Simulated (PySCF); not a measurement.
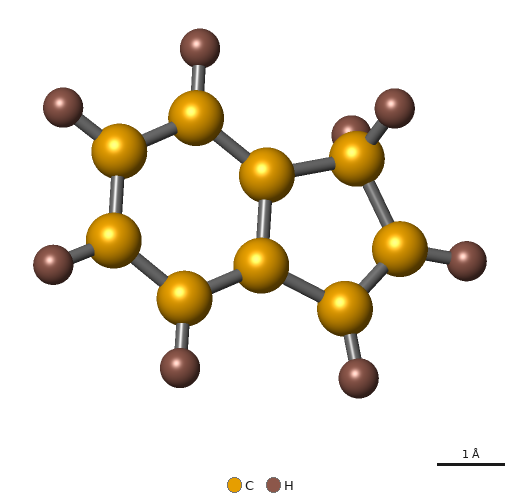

C₉H₈, before the relaxation. A ball-and-stick model, seen at a tilt.

The start comes from GFN2-xTB.

Computed with PBE0-D3(BJ)/def2-SVP geometry optimisation, gas phase in PySCF 2.14.0, density-fitted response routines.

```xyz
17

C    -2.3241    0.4645    0.1555
C    -1.3736    1.3987    0.2656
C    -0.0694    0.7816    0.1222
C     1.2062    1.3210    0.1631
C     2.2870    0.4715   -0.0069
C     2.0997   -0.8870   -0.2159
C     0.8235   -1.4327   -0.2572
C    -0.2566   -0.5944   -0.0859
C    -1.7252   -0.8896   -0.0770
H    -3.3872    0.6170    0.2192
H    -1.5202    2.4510    0.4336
H     1.3542    2.3788    0.3242
H     3.2909    0.8696    0.0239
H     2.9583   -1.5289   -0.3485
H     0.6851   -2.4924   -0.4192
H    -2.0607   -1.3242   -1.0220
H    -1.9948   -1.5926    0.7154
```

Question: What does the optimiser find from here?

Answer: The largest moves after the best rigid fit, 0.037 Å, are those of H10 and H11. By element the largest moves are H 0.037 Å, C 0.021 Å. Near-neighbour distances that change, for instance: C1–H10 1.076 → 1.091 Å, C2–C3 1.450 → 1.462 Å, C9–H16 1.093 → 1.105 Å, C1–C2 1.337 → 1.348 Å. Over 4 geometry steps the energy falls by 1.17 kcal/mol. The largest force component goes from 0.57 to 0.0046 eV/Å. The run took of the order of 60 core-seconds on a shared host.

History of the run:

| step | E − E(0), kcal/mol | largest force component, eV/Å |
| --- | --- | --- |
| 0 | 0.00 | 0.5671 |
| 1 | -1.16 | 0.1160 |
| 2 | -1.17 | 0.0380 |
| 3 | -1.16 | 0.0551 |
| 4 | -1.17 | 0.0046 |

Final geometry:

```xyz
17

C    -2.3436    0.4635    0.1563
C    -1.3857    1.4059    0.2690
C    -0.0697    0.7852    0.1245
C     1.2158    1.3259    0.1631
C     2.3068    0.4731   -0.0094
C     2.1182   -0.8957   -0.2169
C     0.8306   -1.4399   -0.2561
C    -0.2588   -0.5968   -0.0851
C    -1.7326   -0.8875   -0.0776
H    -3.4192    0.6343    0.2217
H    -1.5499    2.4709    0.4417
H     1.3671    2.3960    0.3255
H     3.3209    0.8792    0.0182
H     2.9856   -1.5468   -0.3498
H     0.6901   -2.5119   -0.4189
H    -2.0729   -1.3350   -1.0291
H    -2.0098   -1.6083    0.7130
```
